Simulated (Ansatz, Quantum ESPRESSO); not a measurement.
# HoBi (Fm-3m): zone-centre phonons

Wanted: the vibrations of HoBi (Fm-3m) at Γ, by two programs.

Calculated with Quantum ESPRESSO 7.5; DFT PBEsol, scalar-relativistic, plane waves, PseudoDojo norm-conserving, 4f in core pseudopotentials.

## Step 1: The starting structure

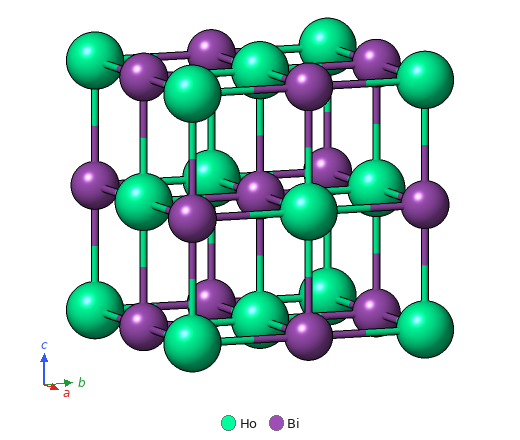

Start, viewed slightly off an axis; holmium green, bismuth purple. This picture shows the conventional cell, with its axes. Some periodic images of atoms are drawn too.

## Step 2: A first look

A cheap run with smearing and empty bands tells whether the crystal has a gap, which decides between fixed occupations and smearing later on.

probe.in

```
&control
   calculation = 'scf'
   prefix = 'x'
   outdir = './tmp'
   pseudo_dir = './pseudo'
   tprnfor = .true.
   tstress = .true.
   verbosity = 'high'
/
&system
   ibrav = 2
   celldm(1) = 11.7692143
   nat = 2
   ntyp = 2
   ecutwfc = 58.0
   input_dft = 'pbesol'
   occupations = 'smearing'
   smearing = 'gaussian'
   degauss = 0.01
/
&electrons
   conv_thr = 1.0d-07
   mixing_beta = 0.7
   electron_maxstep = 100
/
ATOMIC_SPECIES
 Ho    164.9303  Ho.upf
 Bi    208.9804  Bi.upf
ATOMIC_POSITIONS crystal
 Ho     0.000000000   0.000000000   0.000000000
 Bi     0.500000000   0.500000000   0.500000000
K_POINTS automatic
 6 6 6 0 0 0
```

Run with:

```sh
$ OMP_NUM_THREADS=1 mpirun -n 4 pw.x -nk 4 -in probe.in > probe.out
```

The program printed:

```text
[banners, grids, parts of the stress and lines that vanish by symmetry left out]
Program PWSCF v.7.5
     IMPORTANT: XC functional enforced from input :
     Exchange-correlation= PBESOL
                           (   1   4  10   8   0   0   0)
[...]
kinetic-energy cutoff     =      58.0000  Ry
     charge density cutoff     =     232.0000  Ry
     scf convergence threshold =      1.0E-07
[...]
Exchange-correlation= PBESOL
                           (   1   4  10   8   0   0   0)
[...]
48 Sym. Ops., with inversion, found
[...]
(     0          1          0      )
                  (     0          0          1      )
[...]
(  0.0000000  1.0000000  0.0000000 )
                  (  0.0000000  0.0000000  1.0000000 )
[...]
(     1          0         -1      )
[...]
(  0.0000000 -1.0000000  0.0000000 )
[...]
(     0          1         -1      )
                  (     0          1          0      )
[...]
( -1.0000000  0.0000000  0.0000000 )
                  (  0.0000000  1.0000000  0.0000000 )
[...]
number of k points=    16  Gaussian smearing, width (Ry)=  0.0100
[...]
End of self-consistent calculation
[...]
the Fermi energy is    10.9488 ev
!    total energy              =    -252.08845999 Ry
[...]
convergence has been achieved in   6 iterations
[...]
atom    1 type  1   force =     0.00000000    0.00000000   -0.00000000
     atom    2 type  2   force =     0.00000000    0.00000000    0.00000000
[...]
Total force =     0.000000     Total SCF correction =     0.000000
[...]
total   stress  (Ry/bohr**3)                   (kbar)     P=      -12.33
[...]
XML data file, charge density, pseudopotentials, collected wavefunctions

   JOB DONE.
```

Elapsed: 4.1 s, on 4 MPI ranks of Arm Neoverse V2, shared host; 16 s of CPU time.

Read from the output:

- volume per atom: 30.20 Å³
- pressure: -1.233 GPa
- gap on the k-mesh: 0 eV

No gap opens on this mesh, so smearing is kept; the start stands at -1.2 GPa.

## Step 3: Relaxation

Frequencies change by per cents with a per cent of volume, so the structure is first brought to rest at this level of theory.

relax.in

```
&control
   calculation = 'vc-relax'
   prefix = 'x'
   outdir = './tmp'
   pseudo_dir = './pseudo'
   tprnfor = .true.
   tstress = .true.
   forc_conv_thr = 2.0d-05
   etot_conv_thr = 1.0d-07
   nstep = 40
/
&system
   ibrav = 2
   celldm(1) = 11.7692143
   nat = 2
   ntyp = 2
   ecutwfc = 58.0
   input_dft = 'pbesol'
   occupations = 'smearing'
   smearing = 'mv'
   degauss = 0.02
/
&electrons
   conv_thr = 1.0d-11
   mixing_beta = 0.7
   electron_maxstep = 100
/
&ions
/
&cell
   press_conv_thr = 0.1
/
ATOMIC_SPECIES
 Ho    164.9303  Ho.upf
 Bi    208.9804  Bi.upf
ATOMIC_POSITIONS crystal
 Ho     0.000000000   0.000000000   0.000000000
 Bi     0.500000000   0.500000000   0.500000000
K_POINTS automatic
 8 8 8 0 0 0
```

Run with:

```sh
$ OMP_NUM_THREADS=1 mpirun -n 4 pw.x -nk 4 -in relax.in > relax.out
```

The program printed:

```text
[banners, grids, parts of the stress and lines that vanish by symmetry left out]
[banner, memory and clock lines left out]
Program PWSCF v.7.5

[...]
Exchange-correlation= PBESOL
                           (   1   4  10   8   0   0   0)
[...]
kinetic-energy cutoff     =      58.0000  Ry
     charge density cutoff     =     232.0000  Ry
     scf convergence threshold =      1.0E-11
[...]
energy convergence thresh.=      1.0E-07
     force convergence thresh. =      2.0E-05
     press convergence thresh. =      1.0E-01
     Exchange-correlation= PBESOL
                           (   1   4  10   8   0   0   0)
[...]
48 Sym. Ops., with inversion, found
[...]
number of k points=    29  Marzari-Vanderbilt smearing, width (Ry)=  0.0200
[...]
End of self-consistent calculation
[...]
the Fermi energy is    11.1555 ev
!    total energy              =    -252.08896397 Ry
[...]
convergence has been achieved in  10 iterations
[...]
atom    1 type  1   force =     0.00000000    0.00000000   -0.00000000
     atom    2 type  2   force =     0.00000000    0.00000000    0.00000000
     Total force =     0.000000     Total SCF correction =     0.000000
[...]
total   stress  (Ry/bohr**3)                   (kbar)     P=      -12.32
[...]
number of bfgs steps    =   0
[...]
CELL_PARAMETERS (alat= 11.76921430)
[...]
ATOMIC_POSITIONS (crystal)
Ho              -0.0000000000       -0.0000000000        0.0000000000
Bi               0.5000000000        0.5000000000        0.5000000000
[...]
New effective cutoffs (rho, wfc):  232.40   58.22
[...]
End of self-consistent calculation
[...]
the Fermi energy is    11.2431 ev
!    total energy              =    -252.08914373 Ry
[...]
convergence has been achieved in   6 iterations
[...]
atom    1 type  1   force =    -0.00000000   -0.00000000   -0.00000000
     atom    2 type  2   force =     0.00000000    0.00000000    0.00000000
     Total force =     0.000000     Total SCF correction =     0.000000
[...]
total   stress  (Ry/bohr**3)                   (kbar)     P=       -8.36
[...]
number of bfgs steps    =   1
[...]
CELL_PARAMETERS (alat= 11.76921430)
[...]
ATOMIC_POSITIONS (crystal)
Ho              -0.0000000000       -0.0000000000        0.0000000000
Bi               0.5000000000        0.5000000000        0.5000000000
[...]
New effective cutoffs (rho, wfc):  233.87   58.59
[...]
End of self-consistent calculation
[...]
the Fermi energy is    11.3757 ev
!    total energy              =    -252.08928171 Ry
[...]
convergence has been achieved in   9 iterations
[...]
atom    1 type  1   force =    -0.00000000   -0.00000000   -0.00000000
     atom    2 type  2   force =    -0.00000000   -0.00000000    0.00000000
     Total force =     0.000000     Total SCF correction =     0.000000
[...]
total   stress  (Ry/bohr**3)                   (kbar)     P=       -2.25
[...]
number of bfgs steps    =   2
[...]
CELL_PARAMETERS (alat= 11.76921430)
[...]
ATOMIC_POSITIONS (crystal)
[...]
New effective cutoffs (rho, wfc):  234.41   58.72
[...]
End of self-consistent calculation
[...]
the Fermi energy is    11.4244 ev
!    total energy              =    -252.08929213 Ry
[...]
convergence has been achieved in   8 iterations
[...]
atom    1 type  1   force =    -0.00000000    0.00000000   -0.00000000
     atom    2 type  2   force =    -0.00000000   -0.00000000   -0.00000000
     Total force =     0.000000     Total SCF correction =     0.000000
[...]
total   stress  (Ry/bohr**3)                   (kbar)     P=        0.03
[...]
number of bfgs steps    =   3
[...]
small trust_radius: resetting bfgs history
[...]
CELL_PARAMETERS (alat= 11.76921430)
[...]
ATOMIC_POSITIONS (crystal)
[...]
New effective cutoffs (rho, wfc):  234.41   58.72
[...]
End of self-consistent calculation
[...]
the Fermi energy is    11.4241 ev
!    total energy              =    -252.08929213 Ry
[...]
convergence has been achieved in   4 iterations
[...]
atom    1 type  1   force =    -0.00000000    0.00000000   -0.00000000
     atom    2 type  2   force =    -0.00000000   -0.00000000    0.00000000
     Total force =     0.000000     Total SCF correction =     0.000000
[...]
total   stress  (Ry/bohr**3)                   (kbar)     P=        0.02
[...]
bfgs converged in   5 scf cycles and   4 bfgs steps
[...]
End of BFGS Geometry Optimization
     Final enthalpy           =    -252.0892921338 Ry
     File ./tmp/x.bfgs deleted, as requested
[...]
CELL_PARAMETERS (alat= 11.76921430)
[...]
ATOMIC_POSITIONS (crystal)
Ho              -0.0000000000       -0.0000000000        0.0000000000
Bi               0.5000000000        0.5000000000        0.5000000000
[...]
Final scf calculation at the relaxed structure.
[...]
kinetic-energy cutoff     =      58.0000  Ry
     charge density cutoff     =     232.0000  Ry
     scf convergence threshold =      1.0E-13
[...]
press convergence thresh. =      1.0E-01
     Exchange-correlation= PBESOL
                           (   1   4  10   8   0   0   0)
[...]
48 Sym. Ops., with inversion, found
[...]
number of k points=    29  Marzari-Vanderbilt smearing, width (Ry)=  0.0200
[...]
c_bands:  1 eigenvalues not converged
[...]
End of self-consistent calculation
[...]
the Fermi energy is    11.4242 ev
!    total energy              =    -252.08908360 Ry
[...]
convergence has been achieved in  11 iterations
[...]
atom    1 type  1   force =     0.00000000    0.00000000    0.00000000
     atom    2 type  2   force =     0.00000000    0.00000000   -0.00000000
     Total force =     0.000000     Total SCF correction =     0.000000
[...]
total   stress  (Ry/bohr**3)                   (kbar)     P=       -0.90
[...]
XML data file, charge density, pseudopotentials, collected wavefunctions
```

It took 45 s on 4 MPI ranks.

Relaxation path:

| step | energy less that of the first step (eV) | largest force (eV/Å) | pressure (GPa) | volume (Å³) |
| --- | --- | --- | --- | --- |
| 1 | 0.0000 | 0.0000 | -1.23 | 60.39 |
| 2 | -0.0024 | 0.0000 | -0.84 | 60.01 |
| 3 | -0.0043 | 0.0000 | -0.23 | 59.45 |
| 4 | -0.0045 | 0.0000 | 0.00 | 59.24 |
| 5 | -0.0045 | 0.0000 | 0.00 | 59.25 |
| 6 | -0.0016 | 0.0000 | -0.09 | 59.25 |

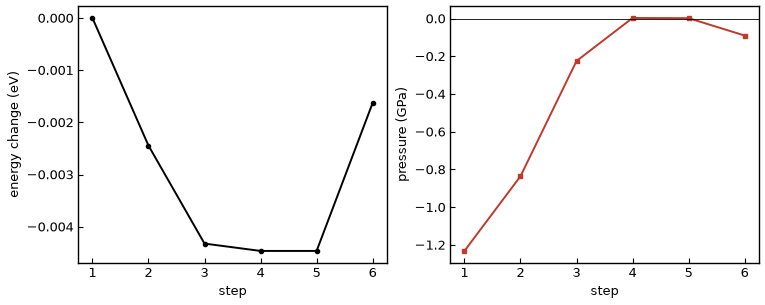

Energy and pressure along the relaxation.

| conventional cell, symmetrised | before | after | change |
| --- | --- | --- | --- |
| a (Å) | 6.228 | 6.188 | -0.6 % |
| b (Å) | 6.228 | 6.188 | -0.6 % |
| c (Å) | 6.228 | 6.188 | -0.6 % |
| volume (Å³/atom) | 30.20 | 29.62 | -1.9 % |

The relaxed structure:

```
Ho Bi
1.0
    -3.09415    0.00000    3.09415
     0.00000    3.09415    3.09415
    -3.09415    3.09415    0.00000
Ho Bi
1 1
Cartesian
  0.0000 0.0000 0.0000
  -3.0942 3.0942 3.0942
```

The last row of the table of steps is pw.x's closing run on a basis chosen anew for the final cell, so its energy can jump.

Read from the output:

```yaml
volume_per_atom: 29.62 Å³
pressure: -0.09000 GPa
```

The volume changes by -1.9 % from the cell with which this run began.

## Step 4: Ground state

Perturbation theory inherits every error of the wavefunctions, so the threshold is set near the limit of the arithmetic. Smearing stays on, as the first look found no gap above 0.3 eV.

scf.in

```
&control
   calculation = 'scf'
   prefix = 'x'
   outdir = './tmp'
   pseudo_dir = './pseudo'
   tprnfor = .true.
   tstress = .true.
/
&system
   ibrav = 2
   celldm(1) = 11.69421046
   nat = 2
   ntyp = 2
   ecutwfc = 58.0
   input_dft = 'pbesol'
   occupations = 'smearing'
   smearing = 'mv'
   degauss = 0.02
/
&electrons
   conv_thr = 1.0d-12
   mixing_beta = 0.7
   electron_maxstep = 100
/
ATOMIC_SPECIES
 Ho    164.9303  Ho.upf
 Bi    208.9804  Bi.upf
ATOMIC_POSITIONS crystal
 Ho     0.000000000   0.000000000   0.000000000
 Bi     0.500000000   0.500000000   0.500000000
K_POINTS automatic
 8 8 8 0 0 0
```

Run with:

```sh
$ OMP_NUM_THREADS=1 mpirun -n 4 pw.x -nk 4 -in scf.in > scf.out
```

The program printed:

```text
[banners, grids, parts of the stress and lines that vanish by symmetry left out]
[banner, memory and clock lines left out]
Program PWSCF v.7.5

[...]
Exchange-correlation= PBESOL
                           (   1   4  10   8   0   0   0)
[...]
kinetic-energy cutoff     =      58.0000  Ry
     charge density cutoff     =     232.0000  Ry
     scf convergence threshold =      1.0E-12
[...]
Exchange-correlation= PBESOL
                           (   1   4  10   8   0   0   0)
[...]
48 Sym. Ops., with inversion, found
[...]
number of k points=    29  Marzari-Vanderbilt smearing, width (Ry)=  0.0200
[...]
End of self-consistent calculation
[...]
the Fermi energy is    11.4242 ev
!    total energy              =    -252.08908360 Ry
[...]
convergence has been achieved in  10 iterations
[...]
atom    1 type  1   force =     0.00000000    0.00000000    0.00000000
     atom    2 type  2   force =     0.00000000    0.00000000    0.00000000
     Total force =     0.000000     Total SCF correction =     0.000000
[...]
total   stress  (Ry/bohr**3)                   (kbar)     P=       -0.90
[...]
XML data file, charge density, pseudopotentials, collected wavefunctions
```

Wall time 9.8 s (4 MPI ranks).

The cell stands at -0.090 GPa, close enough for phonons.

## Step 5: Zone-centre response

At q = 0 one unit cell holds all displacements; symmetry groups them into irreducible representations that are solved one by one. With smeared occupations no response to a homogeneous field can be asked.

ph.in

```
phonons
&inputph
   prefix = 'x'
   outdir = './tmp'
   fildyn = 'g.dyn'
   tr2_ph = 1.0d-18
   alpha_mix(1) = 0.4
   nmix_ph = 8
/
0.000000000 0.000000000 0.000000000
```

Run with:

```sh
$ OMP_NUM_THREADS=1 mpirun -n 4 ph.x -nk 4 -in ph.in > ph.out
```

The program printed:

```text
[banners, grids, parts of the stress and lines that vanish by symmetry left out]
[banner, memory and clock lines left out]
Program PHONON v.7.5

     ./tmp/x.save/

     IMPORTANT: XC functional enforced from input :
     Exchange-correlation= PBESOL
                           (   1   4  10   8   0   0   0)
     Any further DFT definition will be discarded
     Please, verify this is what you really want

     G-vector sticks info

     Reading collected, re-writing distributed wavefunctions in ./tmp/

     Number and degeneracy of irreps per q-point
       N         xq(1)         xq(2)         xq(3)   N irreps
       1   0.000000000   0.000000000   0.000000000       2
        3   3

     Calculation of q =    0.0000000   0.0000000   0.0000000

     phonons

     bravais-lattice index     =            2
     lattice parameter (alat)  =      11.6942  a.u.
     unit-cell volume          =     399.8091 (a.u.)^3
     number of atoms/cell      =            2
     number of atomic types    =            2
     kinetic-energy cut-off    =      58.0000  Ry
     charge density cut-off    =     232.0000  Ry
     convergence threshold     =      1.0E-18
     beta                      =       0.4000
     number of iterations used =            8
     Exchange-correlation= PBESOL
                           (   1   4  10   8   0   0   0)

     celldm(1)=   11.69421  celldm(2)=    0.00000  celldm(3)=    0.00000
     celldm(4)=    0.00000  celldm(5)=    0.00000  celldm(6)=    0.00000

     crystal axes: (cart. coord. in units of alat)
               a(1) = ( -0.5000  0.0000  0.5000 )
               a(2) = (  0.0000  0.5000  0.5000 )
               a(3) = ( -0.5000  0.5000  0.0000 )

     reciprocal axes: (cart. coord. in units 2 pi/alat)
               b(1) = ( -1.0000 -1.0000  1.0000 )
               b(2) = (  1.0000  1.0000  1.0000 )
               b(3) = ( -1.0000  1.0000 -1.0000 )

     Atoms inside the unit cell:

     Cartesian axes

     site n.  atom      mass           positions (alat units)
        1  Ho    164.9303   tau(    1) = (    0.00000    0.00000    0.00000  )
        2  Bi    208.9804   tau(    2) = (   -0.50000    0.50000    0.50000  )

     Computing dynamical matrix for
                    q = (   0.0000000   0.0000000   0.0000000 )

     49 Sym.Ops. (with q -> -q+G )

     G cutoff =  803.6558  (  23829 G-vectors)     FFT grid: ( 45, 45, 45)

     number of k points=    29  Marzari-Vanderbilt smearing, width (Ry)=  0.0200
                       cart. coord. in units 2pi/alat
        k(    1) = (   0.0000000   0.0000000   0.0000000), wk =   0.0039062
        k(    2) = (  -0.1250000   0.1250000  -0.1250000), wk =   0.0312500
        k(    3) = (  -0.2500000   0.2500000  -0.2500000), wk =   0.0312500
        [... further k-points left out ...]

     PseudoPot. # 1 for Ho read from file:
     ./pseudo/Ho.upf
     Pseudo is Norm-conserving + core correction, Zval = 11.0
     Using radial grid of 1866 points,  7 beta functions with:
                l(1) =   0
                l(2) =   0
                l(3) =   1
                l(4) =   1
                l(5) =   2
                l(6) =   2
                l(7) =   3

     PseudoPot. # 2 for Bi read from file:
     ./pseudo/Bi.upf
     Pseudo is Norm-conserving + core correction, Zval = 15.0
     Using radial grid of 1472 points,  6 beta functions with:
                l(1) =   0
                l(2) =   0
                l(3) =   1
                l(4) =   1
                l(5) =   2
                l(6) =   2

     Mode symmetry, O_h (m-3m)  point group:

     Atomic displacements:
     There are    2 irreducible representations

     Representation     1      3 modes -  To be done

     Representation     2      3 modes -  To be done

     Alpha used in Ewald sum =   2.2000

     Representation #   1 modes #   1   2   3

     Self-consistent Calculation
      thresh= 1.000E-02 alpha_mix =  0.400 |ddv_scf|^2 =  1.970E-06
      thresh= 1.404E-04 alpha_mix =  0.400 |ddv_scf|^2 =  2.203E-08
      thresh= 1.484E-05 alpha_mix =  0.400 |ddv_scf|^2 =  1.339E-09
      thresh= 3.659E-06 alpha_mix =  0.400 |ddv_scf|^2 =  6.836E-11
      thresh= 8.268E-07 alpha_mix =  0.400 |ddv_scf|^2 =  3.488E-12
      thresh= 1.868E-07 alpha_mix =  0.400 |ddv_scf|^2 =  5.948E-14
      thresh= 2.439E-08 alpha_mix =  0.400 |ddv_scf|^2 =  1.120E-14
      thresh= 1.058E-08 alpha_mix =  0.400 |ddv_scf|^2 =  7.933E-17
      thresh= 8.907E-10 alpha_mix =  0.400 |ddv_scf|^2 =  1.255E-18
      thresh= 1.120E-10 alpha_mix =  0.400 |ddv_scf|^2 =  1.744E-19

     End of self-consistent calculation

     Convergence has been achieved

     Representation #   2 modes #   4   5   6

     Self-consistent Calculation
      thresh= 1.000E-02 alpha_mix =  0.400 |ddv_scf|^2 =  5.344E-07
      thresh= 7.310E-05 alpha_mix =  0.400 |ddv_scf|^2 =  2.878E-08
      thresh= 1.696E-05 alpha_mix =  0.400 |ddv_scf|^2 =  6.995E-10
      thresh= 2.645E-06 alpha_mix =  0.400 |ddv_scf|^2 =  7.136E-11
      thresh= 8.447E-07 alpha_mix =  0.400 |ddv_scf|^2 =  1.187E-12
      thresh= 1.090E-07 alpha_mix =  0.400 |ddv_scf|^2 =  2.183E-14
      thresh= 1.477E-08 alpha_mix =  0.400 |ddv_scf|^2 =  2.518E-15
      thresh= 5.018E-09 alpha_mix =  0.400 |ddv_scf|^2 =  3.074E-17
      thresh= 5.544E-10 alpha_mix =  0.400 |ddv_scf|^2 =  5.089E-19

     End of self-consistent calculation

     Convergence has been achieved

     Number of q in the star =    1
     List of q in the star:
          1   0.000000000   0.000000000   0.000000000

     Diagonalizing the dynamical matrix

     q = (    0.000000000   0.000000000   0.000000000 )

 **************************************************************************
     freq (    1) =      -0.054173 [THz] =      -1.807031 [cm-1]
     freq (    2) =      -0.054173 [THz] =      -1.807031 [cm-1]
     freq (    3) =      -0.054173 [THz] =      -1.807031 [cm-1]
     freq (    4) =       3.735471 [THz] =     124.601911 [cm-1]
     freq (    5) =       3.735471 [THz] =     124.601911 [cm-1]
     freq (    6) =       3.735471 [THz] =     124.601911 [cm-1]
 **************************************************************************

     Mode symmetry, O_h (m-3m)  point group:

     freq (   1-   3) =         -1.8  [cm-1]   --> T_1u G_15  G_4- I
     freq (   4-   6) =        124.6  [cm-1]   --> T_1u G_15  G_4- I
```

Elapsed: 2.2 min, on 4 MPI ranks.

This step gave:

```yaml
largest_acoustic_frequency_at_the_zone_centre_before_the_sum_rule: -1.81 cm⁻¹
highest_optical_zone_centre_mode_no_lo_to_term: 124.6 cm⁻¹
lowest_optical_zone_centre_mode: 124.6 cm⁻¹
```

The acoustic modes at Γ come out as far as 1.8 cm⁻¹ from zero, where they should vanish, a small numerical error.

(Part 1 of 2 ends here.)

[Host names and launcher messages were left out of these logs when they were recorded.]

[Logs are printed without paths, hosts, clocks, repeated set-up lines and the standing remarks that a program may print on its own settings, such as how far it seeks lower states.]

[Hosts, paths, dates, database ids (printed as entryN), source tags and the programs' standing remarks are cut or masked in the printed files.]
